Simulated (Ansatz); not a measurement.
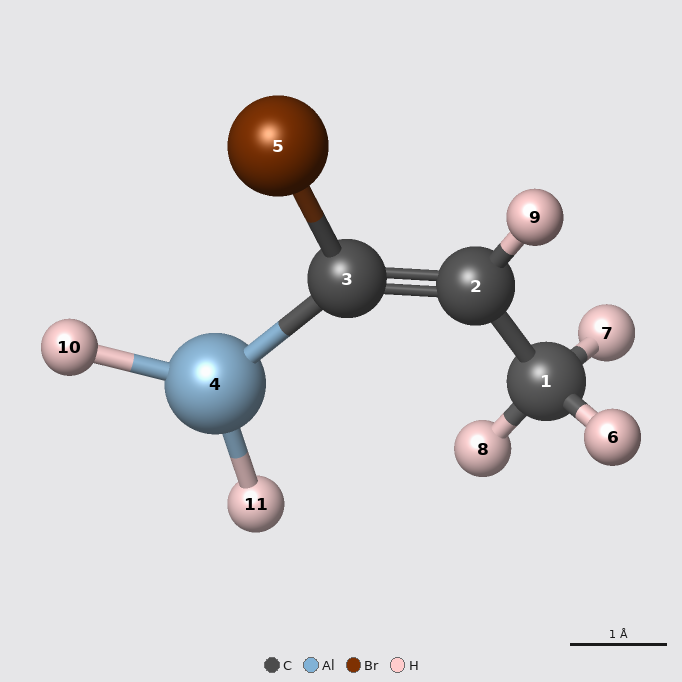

The view is orthographic, and the bar gives the scale. The computed structure is the end point of a PBE-D4/def2-SVP optimisation. No frequency run is at hand to confirm it as a minimum.

Give an XYZ file in the frame of the picture: x to the right, y up, z towards the viewer, origin at the mean of the atomic positions.

```xyz
11
C3H6AlBr
C    1.52  -0.41  -0.38
C    0.77   0.59   0.45
C   -0.58   0.67   0.55
Al  -1.97  -0.44  -0.29
Br  -1.31   2.06   1.69
H    2.21  -1.00   0.26
H    2.15   0.10  -1.13
H    0.85  -1.12  -0.90
H    1.40   1.31   1.01
H   -3.50  -0.05  -0.08
H   -1.54  -1.70  -1.17
```
